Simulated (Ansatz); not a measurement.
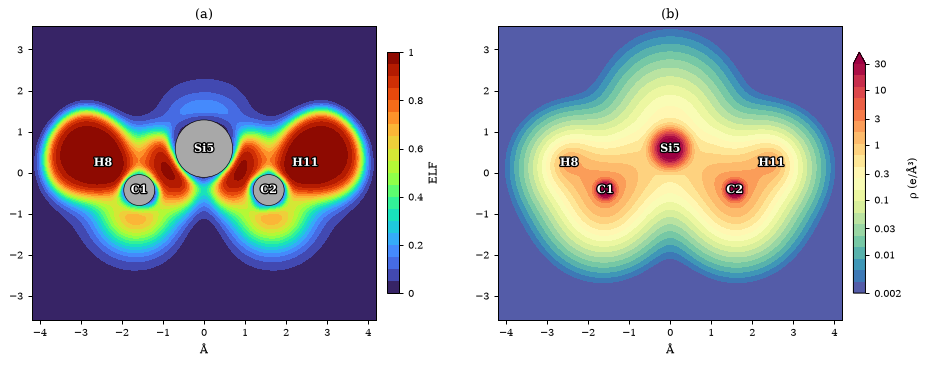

The picture shows: C2H6ClFSi (SMILES C[Si](C)(F)Cl). (a) electron localisation function; (b) total electron density on the plane of atoms Si5, C1 and H8. Grey discs cover the atomic cores in the ELF map.

Geometry: BLYP-D3(BJ)/def2-SVP.

Computed with Ansatz, isolated molecule in a Gaussian basis; Kohn-Sham density functional theory, functional PBE0.

Input

```
crystal:
  periodic: [false, false, false]
  atoms:
    - {symbol: C, position_ang: [-0.852167, 0.965277, -0.324225]}
    - {symbol: C, position_ang: [-1.081485, -0.464954, -3.124631]}
    - {symbol: Cl, position_ang: [1.841522, -0.046639, -1.802805]}
    - {symbol: F, position_ang: [-0.345104, -1.815640, -0.720300]}
    - {symbol: Si, position_ang: [-0.203359, -0.361288, -1.474666]}
    - {symbol: H, position_ang: [-0.745356, 1.967922, -0.784952]}
    - {symbol: H, position_ang: [-1.925652, 0.795780, -0.101485]}
    - {symbol: H, position_ang: [-0.292145, 0.963711, 0.631759]}
    - {symbol: H, position_ang: [-2.160983, -0.674518, -2.978070]}
    - {symbol: H, position_ang: [-0.983452, 0.489672, -3.679660]}
    - {symbol: H, position_ang: [-0.650037, -1.272428, -3.748625]}
basis:
  gaussian:
    orbitals: def2-TZVPD
magnetization:
  spin_polarized: false
hamiltonian:
  xc: pbe0
output: {forces: true, orbitals: {seedname: orbitals}}
```

Command:

```sh
ansatz run input.yaml --threads 2 --pin off --max-ram 4350MiB --events-out events.jsonl --progress --plain --runs-dir runs
```

**Describe what can be read from this map.**

The plane passes through C, Si and H nuclei. C–Si (1.87 Å): ρ at the midpoint is about 0.99 e/Å³; the ELF peaks at about 0.95 between the atoms (localised, covalent bonding). C–H (1.11 Å): ρ is about 1.9 e/Å³ halfway; the ELF climbs to about 1 towards the hydrogen, as it does in any bond to H; a covalent bond by its length.
